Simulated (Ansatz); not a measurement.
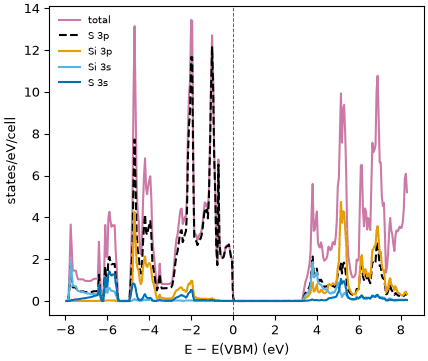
Total and projected density of states of SiS₂ in space group Ibam (No. 72; Si on 4a, S on 8j), r²SCAN in the plane-wave PAW code Ansatz

Q: Which orbitals carry the states next to the gap?

A: Top 1 eV of the valence band: S 3p 97 %. Bottom 1 eV of the conduction band: S 3p 38 %, Si 3s 32 %, Si 3p 17 %, outside the projected shells 12 %. Projections are on Löwdin-orthogonalised atomic valence shells; empty p or d shells of many metals are not among them.

Q: Where is the tallest occupied peak in this window, and what makes it?

A: Near -2.0 eV, about 13 states/eV per cell; the largest projected share is S 3p.

The cell was relaxed with r²SCAN under the symmetry of its start. A crystal of weakly bound chains computed without a dispersion correction: the cell and the soft elastic constants depend strongly on that.

Potentials: the later of the program's two PAW sets.
